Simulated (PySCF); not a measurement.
## Electronic structure of C₃H₁₁FPSi₂ (doublet) in real space

```json
{"atom": "C", "x (Å)": "-3.0203", "y (Å)": "0.3227", "z (Å)": "-0.2181"}
{"atom": "C", "x (Å)": "-1.7835", "y (Å)": "-0.4771", "z (Å)": "0.1736"}
{"atom": "C", "x (Å)": "-0.5427", "y (Å)": "-0.0088", "z (Å)": "-0.5812"}
{"atom": "Si", "x (Å)": "0.9915", "y (Å)": "-1.0470", "z (Å)": "-0.1826"}
{"atom": "F", "x (Å)": "0.6994", "y (Å)": "-2.5568", "z (Å)": "-0.6813"}
{"atom": "P", "x (Å)": "2.7364", "y (Å)": "-0.2913", "z (Å)": "-1.3528"}
{"atom": "Si", "x (Å)": "3.3473", "y (Å)": "1.4704", "z (Å)": "-0.1540"}
{"atom": "H", "x (Å)": "-3.2259", "y (Å)": "0.2090", "z (Å)": "-1.2803"}
{"atom": "H", "x (Å)": "-2.8732", "y (Å)": "1.3805", "z (Å)": "-0.0094"}
{"atom": "H", "x (Å)": "-3.8903", "y (Å)": "-0.0191", "z (Å)": "0.3381"}
{"atom": "H", "x (Å)": "-1.9547", "y (Å)": "-1.5343", "z (Å)": "-0.0361"}
{"atom": "H", "x (Å)": "-1.6132", "y (Å)": "-0.3785", "z (Å)": "1.2475"}
{"atom": "H", "x (Å)": "-0.7394", "y (Å)": "-0.0637", "z (Å)": "-1.6551"}
{"atom": "H", "x (Å)": "-0.3578", "y (Å)": "1.0427", "z (Å)": "-0.3541"}
{"atom": "H", "x (Å)": "1.2218", "y (Å)": "-1.2387", "z (Å)": "1.2481"}
{"atom": "H", "x (Å)": "3.6387", "y (Å)": "-1.1702", "z (Å)": "-0.7868"}
{"atom": "H", "x (Å)": "2.5835", "y (Å)": "2.6361", "z (Å)": "-0.6136"}
{"atom": "H", "x (Å)": "4.7737", "y (Å)": "1.7304", "z (Å)": "-0.3781"}
```

Geometry: GFN2-xTB.

Method: PySCF 2.14.0, density-fitted response routines, UKS B3LYP, pcH-1 on C F H P Si, non-relativistic, mean-field spin-orbit, GIAO.

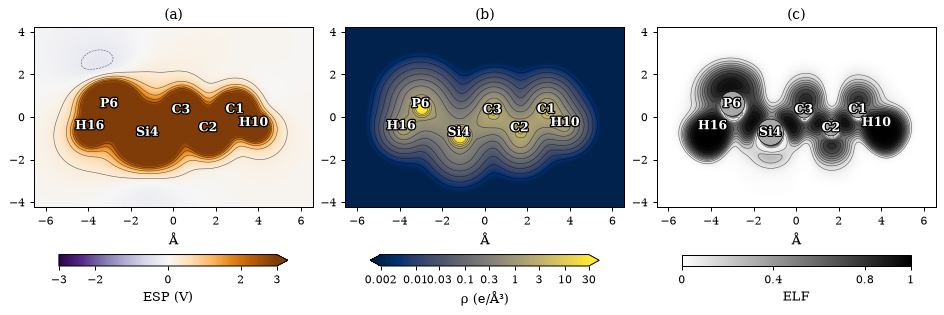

Figure 1. (a) electrostatic potential; (b) electron density; (c) electron localisation function on the plane of atoms C2, C1 and H10. Grey discs cover the atomic cores in the ELF map.

Q: What does the map show?

A:
- Atoms in the plane: C, Si, P and H.
- C–C (1.52 Å): ρ at the midpoint is about 1.3 e/Å³; the ELF peaks at about 0.90 between the atoms; localised, covalent bonding.
- C–Si (1.89 Å): the density is about 0.84 e/Å³ at the midpoint; the ELF peaks at about 0.95 between the atoms: localised, covalent bonding.
- Si–P (2.23 Å): ρ at the midpoint is about 0.76 e/Å³; the ELF peaks at about 0.95 between the atoms; a covalent bond.
- C–H (1.09 Å): the density is about 1.7 e/Å³ at the midpoint; the ELF climbs to about 1 towards the hydrogen, as it does in any bond to H.
- P–H (1.38 Å): ρ at the midpoint is about 1 e/Å³; the ELF climbs to about 1 towards the hydrogen.
- The ELF also peaks beside P6, away from the bonds: non-bonding electrons, paired or unpaired.
- Outside the dense part of the molecule the potential is most negative (−0.3 V) near P6.

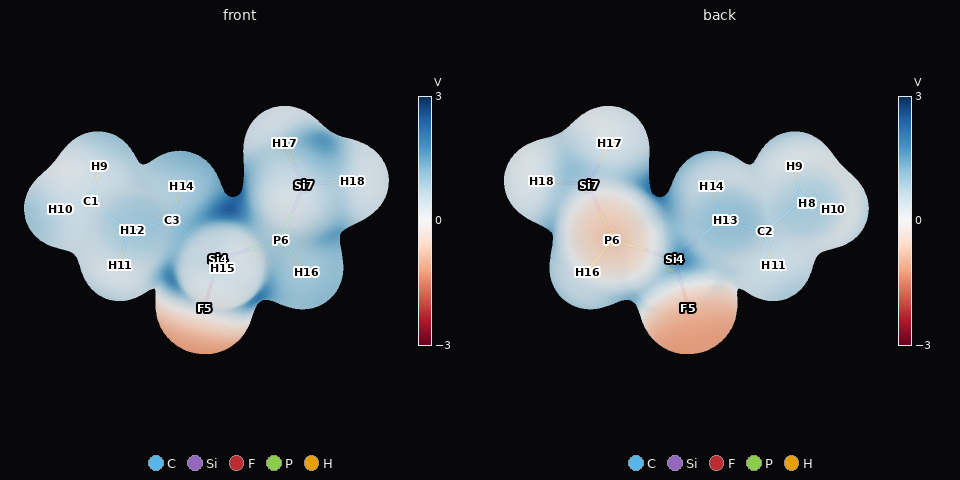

Figure 2. The molecular electrostatic potential painted on the density surface at 0.004 e/bohr³, seen from the front and from behind; red is negative and blue positive.

Q: Where is the surface potential most negative and most positive?

A: The most negative region (about −1.2 V) lies over F5, the most positive (about +2.3 V) over Si4.
